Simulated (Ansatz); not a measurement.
# SiF2H2 (SiH₂F₂): single points with varied inputs

How do the results and run time of SiF2H2 (SiH₂F₂) respond when the settings are drawn wide?

Method: the settings change from run to run; program: Ansatz 0.2.0, Gaussian basis.

## 1. The molecule

The structure was relaxed beforehand with r2SCAN-D4 in a triple-zeta def2 set.

5 atoms, charge 0, spin multiplicity 1.

Atoms are counted from 1 here; the program's logs count them from 0.

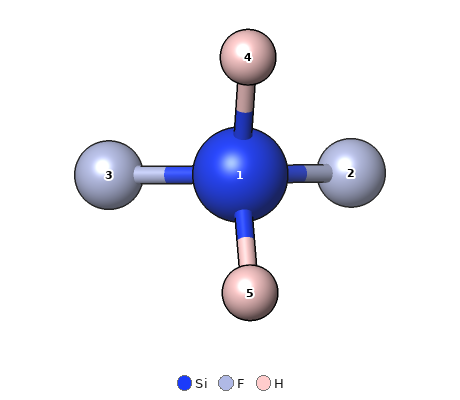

The structure; silicon blue, fluorine light blue, hydrogen pink; atoms are numbered from 1 in the order of the file.

## 2. PBE0/ANO-RCC-VTZP

Options: unrestricted orbitals, D3(BJ) with three-body dispersion, the search for lower states set to off.

Input file in.yaml:

```yaml
crystal:
  periodic: [false, false, false]
  atoms:
    - {symbol: Si, position_ang: [-0.045094, 0.000267, -0.031422]}
    - {symbol: F, position_ang: [-0.012658, -0.019370, 1.554877]}
    - {symbol: F, position_ang: [1.454384, 0.010831, -0.550301]}
    - {symbol: H, position_ang: [-0.701706, 1.243804, -0.471156]}
    - {symbol: H, position_ang: [-0.694906, -1.235533, -0.501988]}
basis:
  gaussian: {orbitals: ANO-RCC-VTZP}
magnetization: {spin_polarized: true, initial_magnetization: 0}
hamiltonian: {xc: {name: PBE0}, dispersion: d3bjatm}
scf: {lower_state_search: off}
```

Started as:

```sh
> ansatz run in.yaml --threads 4 --pin off --events-out ev --progress --plain --max-ram 3916MiB
```

The program printed:

```text
Functional definition: PBE0
  name "PBE0"
  cite "Adamo & Barone, J. Chem. Phys. 110, 6158 (1999) doi:10.1063/1.478522"
  cite "Perdew, Burke & Ernzerhof, Phys. Rev. Lett. 77, 3865 (1996) doi:10.1103/PhysRevLett.77.3865"
  parent pbe
  parameter a = 0.25
  parameter kappa = 0.804
  parameter beta = 0.06672455060314922
  exchange = (1 - a)*pbe_x(kappa = kappa, mu = beta*pi^2/3) + a*exact_x
  correlation = pbe_c(beta = beta)
these checks for a lower state are left out or cut short: stability, starts, cluster_reference, orbital_swaps, neighbouring_geometries, increment
911 factors; their error is unknown
mean field evaluation 1: about -13360.6960 eV, gradient 2.9e1 eV
mean field evaluation 2: about -13357.5715 eV, gradient 4.5e1 eV
mean field evaluation 4: about -13362.9585 eV, gradient 2.6e-1 eV
mean field evaluation 8: about -13363.0671 eV, gradient 3.4e-3 eV
mean field evaluation 16: about -13363.0671 eV, gradient 9.8e-7 eV
mean field -13363.06707032 eV, -491.0836570220 hartree, gradient 5.2e-7 eV, S^2 0.000000; 0 other end points of the search recorded, 0 dependent functions left out
reference -13363.06710818 eV, -491.0836584133 hartree; 17, 17 occupied and 105, 105 virtual orbitals, 911 factors
Total energy: -13363.11355325 eV, -491.0853652384 hartree
Relativity: scalar
Checks for a lower state left out: stability, starts, cluster_reference, orbital_swaps, neighbouring_geometries, increment
```

Run time: 1.2 s. Hardware: 4 threads of Arm Neoverse V1, shared host.

⟨S²⟩ 0.000.

## 3. PBE0/cc-pVTZ-DK

in.yaml: that of step 2 with these lines changed.

```diff
@@ -9,5 +9,4 @@
 basis:
-  gaussian: {orbitals: ANO-RCC-VTZP}
-magnetization: {spin_polarized: true, initial_magnetization: 0}
-hamiltonian: {xc: {name: PBE0}, dispersion: d3bjatm}
-scf: {lower_state_search: off}
+  gaussian: {orbitals: cc-pVTZ-DK}
+hamiltonian: {xc: {name: PBE0}}
+scf: {omitted_lower_state_checks: [starts]}
```

Launched as before.

The program printed:

```text
Functional definition: PBE0
  name "PBE0"
  cite "Adamo & Barone, J. Chem. Phys. 110, 6158 (1999) doi:10.1063/1.478522"
  cite "Perdew, Burke & Ernzerhof, Phys. Rev. Lett. 77, 3865 (1996) doi:10.1103/PhysRevLett.77.3865"
  parent pbe
  parameter a = 0.25
  parameter kappa = 0.804
  parameter beta = 0.06672455060314922
  exchange = (1 - a)*pbe_x(kappa = kappa, mu = beta*pi^2/3) + a*exact_x
  correlation = pbe_c(beta = beta)
these checks for a lower state are left out or cut short: starts
697 factors; their error is unknown
mean field evaluation 1: about -13360.1701 eV, gradient 4.1e1 eV
mean field evaluation 2: about -13357.3938 eV, gradient 6.2e1 eV
mean field evaluation 4: about -13362.3154 eV, gradient 3.5e-1 eV
mean field evaluation 8: about -13362.3452 eV, gradient 4.5e-3 eV
mean field -13362.34515515 eV, -491.0571271288 hartree, gradient 7.4e-5 eV, S^2 0.000000; 0 other end points of the search recorded, 0 dependent functions left out
reference -13362.34517749 eV, -491.0571279499 hartree; 17, 17 occupied and 105, 105 virtual orbitals, 697 factors
Total energy: -13362.34517749 eV, -491.0571279499 hartree
Relativity: scalar
Checks for a lower state left out: starts
```

Wall time 0.55 s (4 threads of Arm Neoverse V1, shared host).

## 4. SPW92/cc-pVTZ

in.yaml: that of step 3 with these lines changed.

```diff
@@ -9,4 +9,5 @@
 basis:
-  gaussian: {orbitals: cc-pVTZ-DK}
-hamiltonian: {xc: {name: PBE0}}
+  gaussian: {orbitals: cc-pVTZ}
+hamiltonian: {xc: {name: SPW92}}
 scf: {omitted_lower_state_checks: [starts]}
+output: {forces: true}
```

Launched as before.

The program printed, shortened:

```text
Functional definition: SPW92
  name "SPW92"
  cite "Dirac, Proc. Camb. Phil. Soc. 26, 376 (1930) doi:10.1017/S0305004100016108"
  cite "Slater, Phys. Rev. 81, 385 (1951) doi:10.1103/PhysRev.81.385"
  cite "Perdew & Wang, Phys. Rev. B 45, 13244 (1992) doi:10.1103/PhysRevB.45.13244"
[...]
687 factors; their error is unknown
[...]
mean field -13283.05123647 eV, -488.1431293647 hartree, gradient 1.5e-5 eV, S^2 0.000000; 0 other end points of the search recorded, 0 dependent functions left out
[...]
reference -13283.05126471 eV, -488.1431304025 hartree; 17, 17 occupied and 105, 105 virtual orbitals, 687 factors
Total energy: -13283.05126471 eV, -488.1431304025 hartree
Atom 0 at    -0.045094     0.000267    -0.031422 Å, force    -0.097037     0.000575    -0.067614 eV/Å
Atom 1 at    -0.012658    -0.019370     1.554877 Å, force     0.017735    -0.003517     0.286731 eV/Å
Atom 2 at     1.454384     0.010831    -0.550301 Å, force     0.275149     0.001782    -0.082653 eV/Å
Atom 3 at    -0.701706     1.243804    -0.471156 Å, force    -0.098607     0.250001    -0.065130 eV/Å
Atom 4 at    -0.694906    -1.235533    -0.501988 Å, force    -0.097239    -0.248842    -0.071333 eV/Å
Dipole moment:    -0.233102     0.001381    -0.162423 e Å
Checks for a lower state left out: starts
```

Wall time 0.4 s (4 threads of Arm Neoverse V1, shared host).

Largest force 0.287 eV/Å, dipole 1.36 D.

## 5. HSE06/6-31++G**

Set apart from the defaults: atoms shaken by 0.15 Å.

Input file in.yaml:

```yaml
crystal:
  periodic: [false, false, false]
  atoms:
    - {symbol: Si, position_ang: [-0.103430, -0.158816, -0.145495]}
    - {symbol: F, position_ang: [0.167243, -0.000975, 1.410860]}
    - {symbol: F, position_ang: [1.442691, -0.021773, -0.402954]}
    - {symbol: H, position_ang: [-0.686638, 1.168108, -0.317126]}
    - {symbol: H, position_ang: [-0.696398, -1.347996, -0.393496]}
basis:
  gaussian: {orbitals: "6-31++G**"}
hamiltonian: {xc: {name: HSE06}}
output: {forces: true}
```

Same command.

The program printed, shortened:

```text
Functional definition: HSE06
  name "HSE06"
  cite "Heyd, Scuseria & Ernzerhof, J. Chem. Phys. 118, 8207 (2003) doi:10.1063/1.1564060"
  cite "Krukau, Vydrov, Izmaylov & Scuseria, J. Chem. Phys. 125, 224106 (2006) doi:10.1063/1.2404663"
  cite "Heyd & Scuseria, J. Chem. Phys. 120, 7274 (2004) doi:10.1063/1.1668634"
  cite "Ernzerhof & Perdew, J. Chem. Phys. 109, 3313 (1998) doi:10.1063/1.476928"
  cite "Perdew, Burke & Ernzerhof, Phys. Rev. Lett. 77, 3865 (1996) doi:10.1103/PhysRevLett.77.3865"
  parent pbe
[...]
  # The whole range is PBE's own exchange, as in plane waves. The composition of these papers is wPBEh.
[...]
603 factors; integrals over basis functions are off by at most 1.1e-3 eV
64 factors; integrals over basis functions are off by at most 1.7e-6 eV
[...]
mean field -13337.01092204 eV, -490.1261112343 hartree, gradient 5.6e-5 eV, S^2 0.000000; 0 other end points of the search recorded, 0 dependent functions left out
[...]
reference -13337.01098924 eV, -490.1261137039 hartree; 17, 17 occupied and 56, 56 virtual orbitals, 603 factors
Total energy: -13337.01098924 eV, -490.1261137039 hartree
Atom 0 at    -0.103430    -0.158816    -0.145495 Å, force     1.333013     3.620205     2.131830 eV/Å
Atom 1 at     0.167243    -0.000975     1.410860 Å, force    -1.035522    -0.559959     2.280158 eV/Å
Atom 2 at     1.442691    -0.021773    -0.402954 Å, force     1.720927    -0.422380    -2.257467 eV/Å
Atom 3 at    -0.686638     1.168108    -0.317126 Å, force    -0.680769     0.022268    -1.080838 eV/Å
Atom 4 at    -0.696398    -1.347996    -0.393496 Å, force    -1.337649    -2.660134    -1.073682 eV/Å
Dipole moment:    -0.451652    -0.177077    -0.433174 e Å
```

Wall time 0.75 s (4 threads of Arm Neoverse V1, shared host).

Largest force 4.408 eV/Å, dipole 3.12 D.

## 6. All runs side by side

| level | charge | multiplicity | geometry | functions | energy (eV) | time |
| --- | --- | --- | --- | --- | --- | --- |
| PBE0/ANO-RCC-VTZP | 0 | 1 | relaxed | 122 | -13363.114 | 1.2 s |
| PBE0/cc-pVTZ-DK | 0 | 1 | relaxed | 122 | -13362.345 | 0.55 s |
| SPW92/cc-pVTZ | 0 | 1 | relaxed | 122 | -13283.051 | 0.4 s |
| HSE06/6-31++G** | 0 | 1 | shaken | 73 | -13337.011 | 0.75 s |

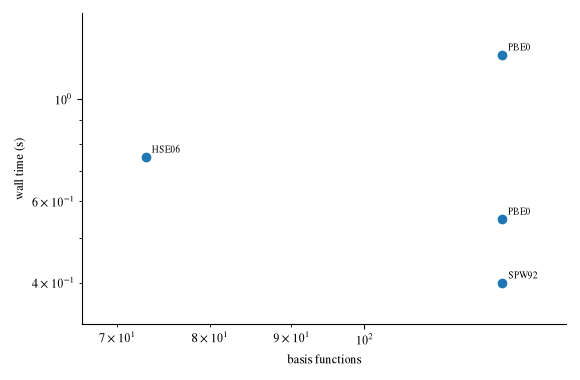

Wall time against the number of basis functions (shared host).

## 7. Summary of results

| quantity | value |
| --- | --- |
| runs | 4 |
| quickest | SPW92/cc-pVTZ, 0.4 s |
| slowest | PBE0/ANO-RCC-VTZP, 1.2 s |
| spread of total energies, same state and geometry | 80.1 eV |

**Reading.** PBE0/ANO-RCC-VTZP took 3 times as long as SPW92/cc-pVTZ. The jobs differ in tasks and options as well as level. Total energies at one charge and spin differ by 80 eV between levels, so only differences within one level mean anything. Some of these runs are scalar-relativistic and others not, which shifts the totals of all-electron atoms past neon by several eV an atom and more; core potentials, where a basis has them, take the core out of the total altogether. At the r2SCAN-D4/def2-TZVP geometry and in the same state, the sound runs without point charges leave forces up to 0.29 eV/Å (SPW92/cc-pVTZ), against 4.4 eV/Å where the atoms were moved.
